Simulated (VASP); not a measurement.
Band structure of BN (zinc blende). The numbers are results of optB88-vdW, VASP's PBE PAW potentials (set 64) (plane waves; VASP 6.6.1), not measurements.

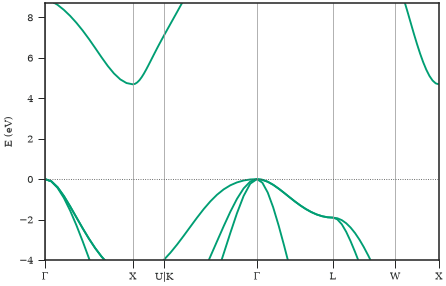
Figure. Bands along high-symmetry lines, zero at the valence-band maximum or, without a gap, the Fermi level

**Question.** Read the plot: is there a gap, and where are the band edges?

**Answer.** The gap is indirect, 4.69 eV, from the valence maximum at Γ to the conduction minimum at X. (Edges off the drawn lines would not show.)

Measured: gap 6.20 eV at 300 K (computed value off by -1.51 eV), as given by arXiv:1206.3780.

The compound is BN in the zinc blende structure. It was relaxed first.
